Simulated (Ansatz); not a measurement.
**Geometry relaxation of Si (charge +1) (part 2 of 2)**

Continued. System: Si (defect cell, 63 atoms in the cell, total charge +1). Method: DFT PBE, scalar-relativistic, plane waves, PAW, PAW set soft_1, spin-polarised (Ansatz 0.2.0); cutoff 420 eV, 1×1×1 k-mesh, Gaussian smearing of 0.05 eV, collinear spins. It belongs to a series of runs on one base structure; here: end point B relaxed.

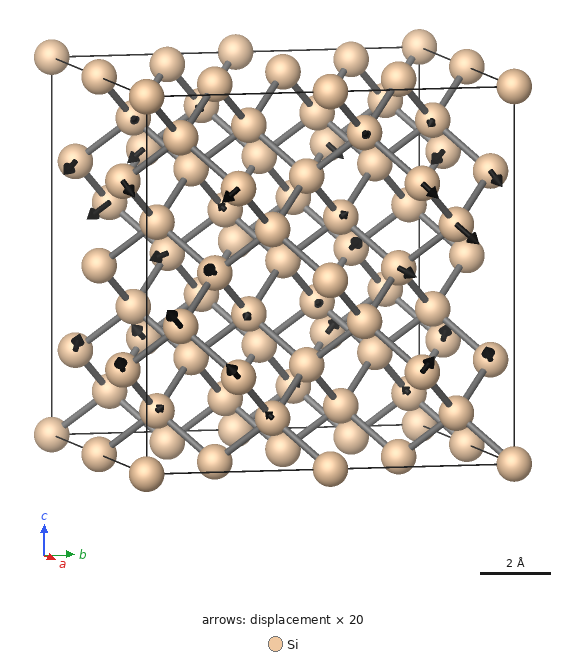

Figure 1. The starting structure with the displacements as black arrows, magnified 20 times (ball-and-stick view of the cell of the calculation, seen slightly off an axis). Over 2 geometry steps the energy falls by 1.2 meV per atom. The largest force component goes from 0.25 to 0.016 eV/Å. The largest moves, 0.047 Å, are those of Si6, Si37, Si38 and Si44. The lattice vectors keep their values. Among the contacts that change: Si15–Si30 2.351 → 2.377 Å, Si18–Si41 2.351 → 2.367 Å. (Atoms are counted from 1 in the order of the input.)

```
Magnetization: 0.9999 μB (126.0000 up, 125.0000 down)
Absolute magnetization: 1.1230 μB (∫|ρ↑−ρ↓|, with the PAW one-centre terms)
Spin contamination: 0.0171 ħ² per cell (⟨S²⟩ above its minimum at these occupations)
Per-site moments (μB) at R_I (Å): [(0.006970207074724828, 0.9762249481831703), (0.005291799393539275, 0.967806215809199), (0.00044803042100995886, 0.9678161049564782), (0.0052917993935392895, 0.9678062158091988), (0.005526912004106884, 0.9676501399645436), (0.0603689857385949, 0.9689689480441549), (-0.0004218480494572926, 0.9682646189267377), (0.0006613572096573303, 0.9676501399645443), (0.0004432490950624209, 0.9678062158091987), (0.0003417248270793684, 0.9691163771986696), (-0.00026000779379534476, 0.9691064793899994), (0.0003417248270793694, 0.9691163771986698), (0.0004432490950624378, 0.9678062158091982), (0.0006613572096573164, 0.9676501399645436), (0.005570735795783716, 0.9676536763050146), (0.0006613572096573184, 0.967650139964544), (0.0004432490950624263, 0.967806215809199), (0.005314496160565944, 0.967813755047551), (0.00044324909506247026, 0.9678062158091988), (0.0006613572096573529, 0.9676501399645442), (-0.0004218480494572923, 0.9682646189267373), (0.0006611719319970723, 0.9676565835403499), (0.005572479465125194, 0.9676565835403491), (0.0006611719319970965, 0.9676565835403491), (0.005572479465125222, 0.9676565835403488), (0.0006611719319970742, 0.9676565835403488), (0.0069702070747248565, 0.9762249481831703), (0.005351436185800976, 0.967818357723424), (0.0004440777667587289, 0.967818357723424), (0.0053514361858009625, 0.9678183577234242), (0.005526912004106883, 0.9676501399645443), (0.0006668213812102946, 0.9676589675983754), (0.00044407776675872533, 0.9678183577234242), (0.0053514361858009625, 0.967818357723424), (0.0004440777667587019, 0.967818357723424), (0.0006668213812102241, 0.9676589675983751), (0.061070752468051034, 0.9689957584670402), (0.06036898573859488, 0.9689689480441549), (0.005526912004106895, 0.967650139964544), (0.005291799393539249, 0.9678062158091988), (0.006970207074724896, 0.9762249481831711), (0.005291799393539248, 0.9678062158091985), (0.005526912004106894, 0.9676501399645442), (0.060368985738594845, 0.9689689480441543), (0.005526912004106865, 0.9676501399645434), (0.005291799393539252, 0.9678062158091987), (0.0004480304210099375, 0.9678161049564776), (0.00034150177693716404, 0.9691064793899994), (0.0004480304210099873, 0.9678161049564779), (0.005291799393539269, 0.9678062158091982), (0.005570735795783733, 0.9676536763050146), (-0.000421848049457277, 0.9682646189267373), (0.0006613572096573594, 0.9676501399645443), (0.005570735795783694, 0.9676536763050141), (0.0006613572096573176, 0.9676501399645434), (0.0055724794651252066, 0.9676565835403488), (0.005314496160565923, 0.9678137550475504), (0.0004432490950624585, 0.9678062158091988), (0.0003417248270793771, 0.9691163771986696), (0.0004432490950624501, 0.9678062158091985), (0.005314496160565908, 0.9678137550475506), (0.005526912004106899, 0.9676501399645443), (0.0006668213812102285, 0.9676589675983753)]
Free energy (F): -40052.976927 eV
Harris-Foulkes:  -40052.976927 eV  (|F-HF|=3.17e-8)
Internal energy: -40052.938355 eV  (E = F + TS)
E sigma→0 (E₀):  -40052.957641 eV
Entropy (-TS):   -0.038571 eV (-0.612 meV/atom)
Fermi energy:    6.616893 eV
--- Per-component energies (eV) ---
  E_band       = 266.485773
  E_kinetic    = 2554.159905
  E_local      = -1650.289017  (includes V_loc(G=0)·N_el)
  E_nonlocal   = 1431.465807
  E_hartree    = 510.248688
  E_xc         = -3539.963526
  E_vxc        = -2986.439862  (∫ρ·V_xc dr)
  E_paw        = -32231.354089  (= ΣΔE_a)
  E_vpaw       = -102.910684  (= ΣTr[D̂ρ^β])
  E_aug_tail   = 0.002368  (compensation charges beyond the density's cutoff)
  E_ewald      = -7127.208492
  E_smearing   = -0.038571  (= −TS)
  E_closure    = 0.000000  (closes the sum)
  E_deformation_potential = 12.363890  (in the stress; not in F)
  Σ components = -40052.976927   (vs F -40052.976927, Δ=0.00e0)
--- Forces (eV/Å), atoms counted from 1 ---
  atom   1  Si     0.00003757    -0.00013944    -0.00003757
  atom   2  Si    -0.00351365    -0.00203141    -0.00357864
  atom   3  Si    -0.00001118     0.00001118     0.00346958
  atom   4  Si     0.00203141     0.00351365    -0.00357864
  atom   5  Si    -0.00608735     0.00091729    -0.00606374
  atom   6  Si     0.01568849    -0.01568849     0.01586110
  atom   7  Si     0.00001132    -0.00001132    -0.00001947
  atom   8  Si    -0.00072760    -0.00064699     0.00349180
  atom   9  Si     0.00001600    -0.00005467    -0.00337482
  atom  10  Si    -0.00221973    -0.00215923     0.00221973
  atom  11  Si     0.00005643    -0.00005643    -0.00005643
  atom  12  Si     0.00215923     0.00221973     0.00221973
  atom  13  Si     0.00005467    -0.00001600    -0.00337482
  atom  14  Si     0.00064699     0.00072760     0.00349180
  atom  15  Si     0.00623570    -0.00139010    -0.00623570
  atom  16  Si    -0.00349180    -0.00064699     0.00072760
  atom  17  Si     0.00337482    -0.00005467    -0.00001600
  atom  18  Si    -0.00354992     0.00354992     0.00214073
  atom  19  Si     0.00005467    -0.00337482    -0.00001600
  atom  20  Si     0.00064699     0.00349180     0.00072760
  atom  21  Si     0.00001947    -0.00001132    -0.00001132
  atom  22  Si     0.00338075    -0.00058478    -0.00058478
  atom  23  Si    -0.00611797     0.00611797    -0.00102641
  atom  24  Si     0.00058478    -0.00338075    -0.00058478
  atom  25  Si    -0.00611797    -0.00102641     0.00611797
  atom  26  Si     0.00058478    -0.00058478    -0.00338075
  atom  27  Si     0.00013944    -0.00003757    -0.00003757
  atom  28  Si    -0.00225826    -0.00346705    -0.00346705
  atom  29  Si    -0.00001862     0.00001862     0.00341545
  atom  30  Si     0.00346705     0.00225826    -0.00346705
  atom  31  Si    -0.00091729     0.00608735    -0.00606374
  atom  32  Si    -0.00056836    -0.00348155     0.00056836
  atom  33  Si    -0.00001862     0.00341545     0.00001862
  atom  34  Si     0.00346705    -0.00346705     0.00225826
  atom  35  Si    -0.00341545     0.00001862     0.00001862
  atom  36  Si     0.00348155     0.00056836     0.00056836
  atom  37  Si    -0.01584407     0.01584407     0.01584407
  atom  38  Si    -0.01586110    -0.01568849    -0.01568849
  atom  39  Si     0.00606374     0.00608735     0.00091729
  atom  40  Si     0.00357864     0.00351365    -0.00203141
  atom  41  Si     0.00003757    -0.00003757    -0.00013944
  atom  42  Si    -0.00351365    -0.00357864    -0.00203141
  atom  43  Si    -0.00608735    -0.00606374     0.00091729
  atom  44  Si     0.01568849     0.01586110    -0.01568849
  atom  45  Si     0.00606374     0.00091729     0.00608735
  atom  46  Si     0.00357864    -0.00203141     0.00351365
  atom  47  Si    -0.00346958     0.00001118     0.00001118
  atom  48  Si     0.00223318    -0.00223318    -0.00223318
  atom  49  Si    -0.00001118     0.00346958     0.00001118
  atom  50  Si     0.00203141    -0.00357864     0.00351365
  atom  51  Si     0.00139010    -0.00623570    -0.00623570
  atom  52  Si     0.00001132    -0.00001947    -0.00001132
  atom  53  Si    -0.00072760     0.00349180    -0.00064699
  atom  54  Si     0.00623570    -0.00623570    -0.00139010
  atom  55  Si    -0.00349180     0.00072760    -0.00064699
  atom  56  Si     0.00102641     0.00611797     0.00611797
  atom  57  Si    -0.00214073     0.00354992     0.00354992
  atom  58  Si     0.00001600    -0.00337482    -0.00005467
  atom  59  Si    -0.00221973     0.00221973    -0.00215923
  atom  60  Si     0.00337482    -0.00001600    -0.00005467
  atom  61  Si    -0.00354992     0.00214073     0.00354992
  atom  62  Si    -0.00091729    -0.00606374     0.00608735
  atom  63  Si    -0.00056836     0.00056836    -0.00348155
  max |Σ_I F_I| component: 3.28e-5 eV/Å
--- Relaxed structure (3 steps of the walk, 3 accepted, 0 SCFs on fresh bases) ---
  F+E_penalty+E_count = -40052.97692650 eV   max|allowed force component| = 1.586e-2 eV/Å
  atoms:
    - { symbol: Si, position: [0.5000032978740349, -1.8585993164109388e-6, -3.2978740347141024e-6] }
    - { symbol: Si, position: [0.6258427212347835, 0.12576921611096123, 0.12584646449316944] }
    - { symbol: Si, position: [0.7501215656770511, 0.2498784343229491, 4.501318135451555e-5] }
    - { symbol: Si, position: [0.874230783889039, 0.37415727876521665, 0.12584646449316944] }
[...]
    - { symbol: Si, position: [0.751984681007395, -0.0011231278621320613, 0.25198344279377344] }
    - { symbol: Si, position: [0.8774810188352602, 0.12251898116473997, 0.37748910198869245] }
    - { symbol: Si, position: [-2.0812785660771507e-7, 2.0812785660771538e-7, 6.163012848513431e-7] }
    - { symbol: Si, position: [0.12479466075857994, 0.12479353889980974, 0.12478252769075744] }
    - { symbol: Si, position: [0.24987752302846686, 0.2498789923475179, -4.281381750122604e-5] }
    - { symbol: Si, position: [0.37509944170674014, 0.37510179064910215, 0.12490055829325994] }
    - { symbol: Si, position: [0.4999998880145205, 0.5000001119854796, 1.1198547951761165e-7] }
    - { symbol: Si, position: [0.6248982093508979, 0.62490055829326, 0.12490055829325994] }
    - { symbol: Si, position: [0.7501210076524822, 0.7501224769715332, -4.2813817501226075e-5] }
    - { symbol: Si, position: [0.8752064611001903, 0.8752053392414202, 0.12478252769075744] }
    - { symbol: Si, position: [0.2480238313385008, 0.0011205095504372977, 0.25197616866149924] }
    - { symbol: Si, position: [0.3752174723092426, 0.12479353889980974, 0.37520533924142013] }
    - { symbol: Si, position: [0.5000428138175013, 0.2498789923475179, 0.25012247697153317] }
    - { symbol: Si, position: [0.6258444976542551, 0.3741555023457451, 0.374232883966678] }
    - { symbol: Si, position: [0.7501210076524822, 0.49995718618249885, 0.25012247697153317] }
    - { symbol: Si, position: [0.8752064611001903, 0.6247825276907575, 0.37520533924142013] }
    - { symbol: Si, position: [0.4999993836987152, 2.081278566077153e-7, 0.5000002081278566] }
    - { symbol: Si, position: [0.6247794132874417, 0.12479518976125584, 0.6247951897612558] }
    - { symbol: Si, position: [0.7519819447051115, 0.2480180552948887, 0.5011238885272512] }
    - { symbol: Si, position: [0.8752048102387443, 0.37522058671255837, 0.6247951897612558] }
    - { symbol: Si, position: [0.7519819447051115, 0.0011238885272511438, 0.7480180552948887] }
    - { symbol: Si, position: [0.8752048102387443, 0.12479518976125584, 0.8752205867125583] }
    - { symbol: Si, position: [1.8585993164109397e-6, 0.4999967021259653, -3.2978740347141024e-6] }
    - { symbol: Si, position: [0.12576544296915415, 0.6258412741831548, 0.12584127418315474] }
    - { symbol: Si, position: [0.24987939736768874, 0.7501206026323114, 4.411005297589373e-5] }
    - { symbol: Si, position: [0.37415872581684534, 0.8742345570308461, 0.12584127418315474] }
    - { symbol: Si, position: [0.0011231278621320613, 0.24801531899260507, 0.25198344279377344] }
    - { symbol: Si, position: [0.1247941632410803, 0.37521946941145357, 0.3752058367589198] }
    - { symbol: Si, position: [0.24987939736768874, 0.5000441100529759, 0.25012060263231134] }
    - { symbol: Si, position: [0.37415872581684534, 0.6258412741831548, 0.3742345570308459] }
    - { symbol: Si, position: [0.49995588994702417, 0.7501206026323114, 0.25012060263231134] }
    - { symbol: Si, position: [0.6247805305885465, 0.8752058367589197, 0.3752058367589198] }
    - { symbol: Si, position: [0.12252476698541079, -0.12252476698541079, 0.37747523301458924] }
    - { symbol: Si, position: [0.12251089801130749, 0.12251898116473997, 0.62251898116474] }
    - { symbol: Si, position: [0.24801655720622662, 0.24801531899260507, 0.49887687213786797] }
    - { symbol: Si, position: [0.3741535355068306, 0.37415727876521665, 0.6257692161109614] }
    - { symbol: Si, position: [0.5000032978740349, 0.4999967021259653, 0.4999981414006836] }
    - { symbol: Si, position: [0.6258427212347835, 0.6258464644931695, 0.6257692161109614] }
    - { symbol: Si, position: [0.751984681007395, 0.7519834427937735, 0.49887687213786797] }
    - { symbol: Si, position: [0.8774810188352602, 0.8774891019886927, 0.62251898116474] }
    - { symbol: Si, position: [0.24801655720622662, -0.0011231278621320613, 0.7480153189926051] }
    - { symbol: Si, position: [0.3741535355068306, 0.12576921611096123, 0.8741572787652168] }
    - { symbol: Si, position: [0.49995498681864553, 0.2498784343229491, 0.749878434322949] }
    - { symbol: Si, position: [0.6248983503727384, 0.37510164962726167, 0.8751016496272616] }
    - { symbol: Si, position: [0.7501215656770511, 0.5000450131813545, 0.749878434322949] }
    - { symbol: Si, position: [0.874230783889039, 0.6258464644931695, 0.8741572787652168] }
    - { symbol: Si, position: [-0.0011205095504372982, 0.7519761686614992, 0.25197616866149924] }
    - { symbol: Si, position: [-2.0812785660771507e-7, 0.5000006163012849, 0.5000002081278566] }
    - { symbol: Si, position: [0.12479466075857994, 0.6247825276907575, 0.6247935388998097] }
    - { symbol: Si, position: [0.2480238313385008, 0.7519761686614992, 0.5011205095504374] }
    - { symbol: Si, position: [0.3752174723092426, 0.8752053392414202, 0.6247935388998097] }
    - { symbol: Si, position: [-0.001123888527251143, 0.24801805529488874, 0.7480180552948887] }
    - { symbol: Si, position: [0.12576711603332202, 0.3741555023457451, 0.8741555023457452] }
    - { symbol: Si, position: [0.24987752302846686, 0.49995718618249885, 0.7498789923475179] }
    - { symbol: Si, position: [0.37509944170674014, 0.62490055829326, 0.8751017906491021] }
    - { symbol: Si, position: [0.5000428138175013, 0.7501224769715332, 0.7498789923475179] }
    - { symbol: Si, position: [0.6258444976542551, 0.8742328839666781, 0.8741555023457452] }
    - { symbol: Si, position: [0.0011231278621320613, 0.7519834427937735, 0.7480153189926051] }
    - { symbol: Si, position: [0.1247941632410803, 0.8752058367589197, 0.8752194694114536] }
```
